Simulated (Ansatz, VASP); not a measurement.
## Ba2TaSe4: VASP beside Ansatz

Wanted: the spread between two codes on one cell, functional and k mesh. The cell is invented: As first built, before any earlier steps moved the atoms: it takes the Ba2ZrS4 structure with some of its atoms replaced by other elements, volume scaled by an estimate. It may not be a known or stable phase. The cell comes out of the VASP series on this material, whose earlier steps may have relaxed, scaled or displaced it; both programs get it as it stands.

Calculated with Ansatz 0.2.0; plane waves, with VASP 6.6.1 beside it; relaxation of cell and atoms at PBE.

## 1. Starting point

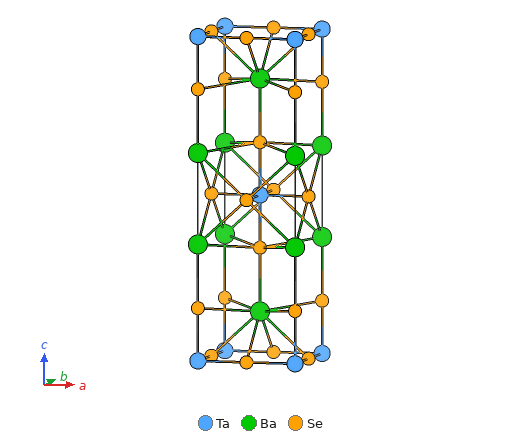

Start, viewed slightly off an axis; tantalum blue, barium green, selenium orange. This picture shows the conventional cell, with its axes. Some periodic images of atoms are drawn too.

## 2. Ansatz: relaxation of cell and atoms, PBE

Ansatz runs on its default PAW (the set named soft_2) files.

The relaxed volume is the usual yardstick between codes: its relative difference is about their pressure difference at one cell divided by the bulk modulus.

File input.yaml:

```yaml
crystal:
  lattice:
    - [-2.5376330992, 2.5376330992, 8.2078831919]
    - [2.5376330992, -2.5376330992, 8.2078831919]
    - [2.5376330992, 2.5376330992, -8.2078831919]
  atoms:
    - { symbol: Ta, position: [0.0, 0.0, 0.0] }
    - { symbol: Ba, position: [0.6408807346, 0.6408807346, 0.0] }
    - { symbol: Ba, position: [0.3591192654, 0.3591192654, 0.0] }
    - { symbol: Se, position: [0.5, 0.0, 0.5] }
    - { symbol: Se, position: [0.0, 0.5, 0.5] }
    - { symbol: Se, position: [0.8373989808, 0.8373989808, 0.0] }
    - { symbol: Se, position: [0.1626010192, 0.1626010192, 0.0] }
hamiltonian:
  xc: pbe
  pseudopotentials: { kind: paw }
kpoints:
  mp_grid: { grid: [6, 6, 6] }
scf:
  occupations: { method: fermi_dirac, width: 0.05 }
relax:
  f_tol: 0.01
  max_steps: 60
  cell: { stress_tol: 0.05 }
output:
  forces: true
  stress: true
  write_density: true
  write_potential: true
  elf: true
  volumetric_format: npy
```

Run with:

```sh
$ ansatz run input.yaml --threads 4 --pin off --max-ram 9216MiB --backend cpu --events-out ev --progress --plain --runs-dir out
```

Numbers of over 12 decimals in the logs are rounded to 6 here.

The log of the run:

```text
basis.fft_grid_basis auto: the FFT boxes are laid along the combinations [[1, -1, 0], [0, 1, 0], [1, 0, 1]] of the cell's own vectors, 7.178, 8.958 and 5.075 Å long. The dense box has 48×60×36 points. Along the cell's own vectors, as sized, it would have 60×60×60, 2.08 times as many. Of the 16 symmetry operations that the crystal satisfies within crystal.symmetry.tolerance (time reversal apart; of a slab, those that  [...]
Engine: ansatz 0.2.0, x86_64-unknown-linux-gnu
Pseudopotentials: kind: paw
Pseudopotential: Ta, paw, valence charge 13, recommended cutoff 420 eV (normal), Ta.paw.azcp
Pseudopotential: Ba, paw, valence charge 10, recommended cutoff 420 eV (normal), Ba.paw.azcp
Pseudopotential: Se, paw, valence charge 16, recommended cutoff 420 eV (normal), Se.paw.azcp
Functional definition: PBE
  parameter kappa = 0.804
  parameter beta = 0.066725
  exchange = pbe_x(kappa = kappa, mu = beta*pi^2/3)
  correlation = pbe_c(beta = beta)
Crystal: 7 atoms, lattice volume = 211.421 Å³
Basis set: ecut = 420 eV, 4111 PW (Γ), FFT grids on a1−a2, a2, a1+a3, exchange–correlation on 96×120×72 points (8 copies of the dense FFT grid, shifted against one another)
Bands: 59, of which v1, the nominal top of the filled ones, is band 49 counted from 1 (48 counted from 0)
Symmetry: 16 space group operations
Space group: I4/mmm (ITA 139), of the structure as read, at distance tolerance 6.0e-5 Å
k-points: 30 of 216
Non-local potential: Ta, projectors of the file, l = 0: 3, l = 1: 2, l = 2: 2, l = 3: 1
Non-local potential: Ba, projectors of the file, l = 0: 3, l = 1: 2, l = 2: 2, l = 3: 2
Non-local potential: Se, projectors of the file, l = 0: 2, l = 1: 2, l = 2: 3, l = 3: 1
PAW form: soft (Blöchl's): semilocal exchange-correlation on the pseudo side does not see the compensation charge
PAW one-centre angular grid: Ta, 590 points (default); XC on 64 Gauss nodes
PAW one-centre angular grid: Ba, 194 points (default); XC on 64 Gauss nodes
PAW one-centre angular grid: Se, 590 points (default); XC on 64 Gauss nodes
Initial density: superposition of atomic densities (neutral atoms: chi_scale 0, normalization atom), corrected by the library's trained network
Initial wavefunctions: pseudopotential atomic-orbital guess
Functional: x = pbe(κ = 0.804, μ = 0.219515), c = pbe(β = 0.066725)
SCF iter   1: F=—  HF=-43717.792989 eV  |F-HF|=—  |Δ(HF+E_count)|=         —  Δρ=1.94e-3  dr2=1.56e-2  ethr=1.77e-3  ⟨swp⟩=8.1  Hψ=7389  notcnv=0  defer=12
preconditioner: auto → LDOS  [metal: Δε(μ)=0.042 eV  Ē_g=10.179 eV  σ=0.050 eV  W_gap=0.21  n_scr=50 (ndim 8)  ℏωp=17.1 eV  f_vac=0.058  D(μ)=3.04/eV (n_scr^D=12)  β→1.0]
SCF iter   2: F=—  HF=-43717.793229 eV  |F-HF|=—  |Δ(HF+E_count)|=   2.40e-4  Δρ=9.08e-4  dr2=2.82e-3  ethr=1.61e-5  ⟨swp⟩=2.0  Hψ=3712  notcnv=0  defer=70
SCF iter   3: F=—  HF=-43717.792836 eV  |F-HF|=—  |Δ(HF+E_count)|=   3.92e-4  Δρ=4.93e-4  dr2=1.44e-3  ethr=2.91e-6  ⟨swp⟩=2.0  Hψ=2846  notcnv=0  defer=70
SCF iter   4: F=—  HF=-43717.792600 eV  |F-HF|=—  |Δ(HF+E_count)|=   2.36e-4  Δρ=2.07e-4  dr2=1.47e-4  ethr=1.48e-6  ⟨swp⟩=2.0  Hψ=2265  notcnv=0  defer=70
SCF iter   5: F=—  HF=-43717.792572 eV  |F-HF|=—  |Δ(HF+E_count)|=   2.75e-5  Δρ=6.76e-5  dr2=1.41e-5  ethr=1.52e-7  ⟨swp⟩=2.1  Hψ=3143  notcnv=0  defer=70
SCF iter   6: F=—  HF=-43717.792486 eV  |F-HF|=—  |Δ(HF+E_count)|=   8.58e-5  Δρ=2.41e-5  dr2=2.31e-6  ethr=1.45e-8  ⟨swp⟩=2.0  Hψ=3140  notcnv=0  defer=70
SCF iter   7: F=-43717.792486 eV  HF=-43717.792486 eV  |F-HF|=7.38e-9  |Δ(HF+E_count)|=   3.44e-7  Δρ=6.01e-6  dr2=6.22e-8  ethr=1.03e-10  ⟨swp⟩=8.7  Hψ=14058  notcnv=0
SCF 1 converged in 7 iterations: F = -43717.792486 eV  dr2 = 6.22e-8
  greatest PAW one-centre occupation: 1.000 electrons in one spin orbital (limit 2), on the Se atom at site 4 (counted from 0), in its partial waves of l = 2
relax step   1: F+E_penalty+E_count = -43717.79248609 eV  Δ(F+E_penalty+E_count) = +0.000e0 eV  max|allowed force component| = 7.972e-3 eV/Å  Δτ_max = 0.0000 Å  P = -0.508 GPa  Ω = 211.421 Å³  (7 SCF iters, dr2 threshold 1.00e-7 eV, accepted)
[...]
relax step   2: F+E_penalty+E_count = -43717.79559529 eV  Δ(F+E_penalty+E_count) = -3.109e-3 eV  max|allowed force component| = 2.127e-3 eV/Å  Δτ_max = 0.0083 Å  P = +0.199 GPa  Ω = 208.569 Å³  energy of the carried Pulay correction = +1.855e-4 eV  (6 SCF iters, dr2 threshold 7.00e-7 eV, accepted)
[...]
relax step   3: F+E_penalty+E_count = -43717.79601735 eV  Δ(F+E_penalty+E_count) = -4.221e-4 eV  max|allowed force component| = 1.028e-3 eV/Å  Δτ_max = 0.0018 Å  P = -0.003 GPa  Ω = 209.350 Å³  energy of the carried Pulay correction = +1.345e-4 eV  (5 SCF iters, dr2 threshold 1.10e-7 eV, accepted)
[...]
relax step   4: F+E_penalty+E_count = -43717.79589050 eV  Δ(F+E_penalty+E_count) = +1.268e-4 eV  max|allowed force component| = 8.890e-4 eV/Å  Δτ_max = 0.0000 Å  P = -0.004 GPa  Ω = 209.350 Å³  stress off target by 4.13e-3 GPa  SCF on the basis re-selected at this cell (its energy is not comparable with the rows above)  (6 SCF iters)
basis re-selected at this cell: Δ(F+E_penalty+E_count) = +1.268e-4 eV, ΔP = -0.000 GPa vs the last step (what re-selecting the basis moved, of the pressure what is left beyond the Pulay correction that the steps carried, after the strain that the cell walked since its last selection, with what the two solves' SCF thresholds leave and, on support functions, any second-order correction that the steps lacked; it is no m [...]
SCF converged after 6 iterations
Free energy (F): -43717.795890 eV
Harris-Foulkes:  -43717.795890 eV  (|F-HF|=2.91e-11)
Internal energy: -43717.770457 eV  (E = F + TS)
E sigma→0 (E₀):  -43717.783174 eV
Entropy (-TS):   -0.025434 eV (-3.633 meV/atom)
Fermi energy:    9.438686 eV
--- Per-component energies (eV) ---
  E_band       = -1803.705832
  E_kinetic    = 1179.518957
  E_local      = -13460.714254  (includes V_loc(G=0)·N_el)
  E_nonlocal   = -2258.073803
  E_hartree    = 6456.546839
  E_xc         = -974.576502
  E_vxc        = -872.194633  (∫ρ·V_xc dr)
  E_paw        = -26491.528591  (= ΣΔE_a)
  E_vpaw       = 694.666378  (= ΣTr[D̂ρ^β])
  E_aug_tail   = -0.002230  (compensation charges beyond the density's cutoff)
  E_ewald      = -8168.940871
  E_smearing   = -0.025434  (= −TS)
  E_closure    = 0.000000  (closes the sum)
  Σ components = -43717.795890   (vs F -43717.795890, Δ=0.00e0)
--- Forces (eV/Å), atoms counted from 1 ---
  atom   1  Ta     0.00000000     0.00000000     0.00000000
  atom   2  Ba     0.00000000     0.00000000     0.00088904
  atom   3  Ba    -0.00000000     0.00000000    -0.00088904
  atom   4  Se     0.00000000     0.00000000     0.00000000
  atom   5  Se     0.00000000     0.00000000     0.00000000
  atom   6  Se    -0.00000000     0.00000000    -0.00020913
  atom   7  Se     0.00000000    -0.00000000     0.00020913
  max |Σ_I F_I| component: 2.93e-18 eV/Å
--- Stress (GPa, compression-positive) ---
       -0.004135       0.000000       0.000000
        0.000000      -0.004135       0.000000
        0.000000       0.000000      -0.002469
  P = ⅓ Tr σ = -0.0036 GPa (-0.036 kbar)
--- Band table (eV; the first three rows and the last of 30) ---
  k-point 0: bands = [... 45 lower, 8.0440, 8.0638, 8.0889, 8.0889, 9.1381, 9.1381, 10.2904, 10.5992, ... 6 higher]
  k-point 1: bands = [... 45 lower, 7.3316, 7.7006, 8.0321, 9.1773, 9.2647, 9.5256, 11.1438, 11.4996, ... 6 higher]
  k-point 2: bands = [... 45 lower, 7.4482, 7.6448, 7.9841, 10.2394, 10.2455, 10.3636, 11.8330, 12.1990, ... 6 higher]
  k-point 29: bands = [... 45 lower, 7.1660, 7.9679, 7.9679, 8.0471, 9.7089, 9.7089, 10.1688, 10.9826, ... 6 higher]
--- Relaxed structure (3 steps of the walk, 3 accepted, 1 SCFs on fresh bases) ---
  F+E_penalty+E_count = -43717.79589050 eV   max|allowed force component| = 8.890e-4 eV/Å   (the final SCF, on the basis selected at the relaxed cell)
  cell:  # Å, volume = 209.3501 Å³
    - [-2.529142, 2.529142, 8.182137]
    - [2.529142, -2.529142, 8.182137]
    - [2.529142, 2.529142, -8.182137]
  atoms:
    - { symbol: Ta, position: [0, 0, 0] }
    - { symbol: Ba, position: [0.640936, 0.640936, 0] }
    - { symbol: Ba, position: [0.359064, 0.359064, 0] }
    - { symbol: Se, position: [0.5, 0, 0.5] }
    - { symbol: Se, position: [0, 0.5, 0.5] }
    - { symbol: Se, position: [0.837008, 0.837008, 0] }
    - { symbol: Se, position: [0.162992, 0.162992, 0] }
```

Run time: 20 s. Hardware: 4 threads of Intel Xeon Platinum 8488C (Sapphire Rapids), shared host; peak memory 0.91 GiB.

## 3. VASP: relaxation of cell and atoms, PBE

The same cell, functional, mesh and smearing now go to VASP, with its own data sets and cutoff.

Lines of VASP's logs that name or quote its potential files are left out, and so is its time.

File INCAR:

```
SYSTEM = Ba2TaSe4
PREC = Accurate
ENCUT = 520
EDIFF = 1E-06
NELM = 100
ISMEAR = -1
SIGMA = 0.05
LREAL = .FALSE.
ALGO = Normal
GGA = PE
NBANDS = 34
LORBIT = 11
LWAVE = .FALSE.
LCHARG = .FALSE.
KPAR = 2
IBRION = 2
NSW = 60
ISIF = 3
EDIFFG = -0.01
```

File POSCAR:

```
Ba2TaSe4
1.0
   -2.5376330992      2.5376330992      8.2078831919
    2.5376330992     -2.5376330992      8.2078831919
    2.5376330992      2.5376330992     -8.2078831919
Ta Ba Se
1 2 4
Direct
    0.0000000000      0.0000000000      0.0000000000
    0.6408807346      0.6408807346      0.0000000000
    0.3591192654      0.3591192654      0.0000000000
    0.5000000000      0.0000000000      0.5000000000
    0.0000000000      0.5000000000      0.5000000000
    0.8373989808      0.8373989808      0.0000000000
    0.1626010192      0.1626010192      0.0000000000
```

File KPOINTS:

```
Automatic mesh
0
Gamma
6 6 6
0 0 0
```

The projector-augmented-wave data sets are Ta_pv, Ba_sv and Se (PBE family, release 64).

Run with:

```sh
$ mpirun -np 2 vasp_std
```

The log of the run:

```text
[banner, memory and clock lines left out]
running    2 mpi-ranks, on    1 nodes
 distrk:  each k-point on    1 cores,    2 groups
 distr:  one band on    1 cores,    1 groups

 POSCAR found type information on POSCAR TaBaSe
 POSCAR found :  3 types and       7 ions
 LDA part: xc-table for (Slater+PW92), standard interpolation
 POSCAR, INCAR and KPOINTS ok, starting setup
 FFT: planning ... GRIDC
 FFT: planning ... GRID_SOFT
 FFT: planning ... GRID
 WAVECAR not read
 entering main loop
       N       E                     dE             d eps       ncg     rms          rms(c)
DAV:   1     0.390177410973E+03    0.39018E+03   -0.24625E+04  2176   0.139E+03
DAV:   2    -0.938710812122E+01   -0.39956E+03   -0.39249E+03  2742   0.285E+02
DAV:   3    -0.409790126892E+02   -0.31592E+02   -0.31328E+02  2698   0.787E+01
DAV:   4    -0.420020068834E+02   -0.10230E+01   -0.10190E+01  3072   0.124E+01
DAV:   5    -0.420233724155E+02   -0.21366E-01   -0.21329E-01  2744   0.182E+00    0.152E+01
DAV:   6    -0.396340084735E+02    0.23894E+01   -0.10560E+01  2502   0.126E+01    0.650E+00
DAV:   7    -0.396012121264E+02    0.32796E-01   -0.11081E+00  2564   0.426E+00    0.378E+00
DAV:   8    -0.396040501723E+02   -0.28380E-02   -0.15863E-01  2734   0.209E+00    0.468E-01
DAV:   9    -0.396081383977E+02   -0.40882E-02   -0.10945E-02  2634   0.536E-01    0.205E-01
DAV:  10    -0.396095952465E+02   -0.14568E-02   -0.17020E-03  2646   0.202E-01    0.938E-02
DAV:  11    -0.396101894177E+02   -0.59417E-03   -0.48192E-04  2602   0.102E-01    0.400E-02
DAV:  12    -0.396103865595E+02   -0.19714E-03   -0.26607E-04  2436   0.761E-02    0.235E-02
DAV:  13    -0.396103940070E+02   -0.74476E-05   -0.37488E-05  2936   0.247E-02    0.814E-03
DAV:  14    -0.396103953323E+02   -0.13253E-05   -0.40072E-06  2234   0.942E-03    0.307E-03
DAV:  15    -0.396103952124E+02    0.11996E-06   -0.15473E-06  1936   0.543E-03
   1 F= -.39610395E+02 E0= -.39597724E+02  d E =-.396104E+02
[...]
2 F= -.39610754E+02 E0= -.39598091E+02  d E =-.358664E-03
[...]
3 F= -.39610757E+02 E0= -.39598095E+02  d E =-.361787E-03
[...]
4 F= -.39610871E+02 E0= -.39598140E+02  d E =-.114340E-03
[...]
5 F= -.39610875E+02 E0= -.39598123E+02  d E =-.118007E-03
 curvature:  -0.75 expect dE=-0.555E-04 dE for cont linesearch -0.443E-07
 trial: gam= 0.40519 g(F)=  0.504E-04 g(S)=  0.233E-04 ort =-0.382E-05 (trialstep = 0.108E+01)
 search vector abs. value=  0.111E-03
 bond charge predicted
       N       E                     dE             d eps       ncg     rms          rms(c)
DAV:   1    -0.396109120705E+02   -0.36529E-04   -0.79218E-03  2052   0.340E-01    0.271E-02
DAV:   2    -0.396109325134E+02   -0.20443E-04   -0.29110E-04  2516   0.719E-02    0.108E-02
DAV:   3    -0.396109334672E+02   -0.95388E-06   -0.10952E-05  3044   0.113E-02    0.657E-03
DAV:   4    -0.396109335414E+02   -0.74169E-07   -0.78418E-07  1568   0.406E-03
   6 F= -.39610934E+02 E0= -.39598176E+02  d E =-.585357E-04
 trial-energy change:   -0.000059  1 .order   -0.000058   -0.000078   -0.000039
 step:   2.1388(harm=  2.1388)  dis= 0.00271  next Energy=   -39.610952 (dE=-0.771E-04)
 reached required accuracy - stopping structural energy minimisation
```

(Continued in part 2 of 2.)

[Lines on the potential files, build, host, timing and source positions are cut from VASP's logs without a mark.]

[Logs are printed without paths, hosts, clocks, repeated set-up lines and the standing remarks that a program may print on its own settings, such as how far it seeks lower states.]

[Hosts, paths, dates, database ids (printed as entryN), source tags and the programs' standing remarks are cut or masked in the printed files.]
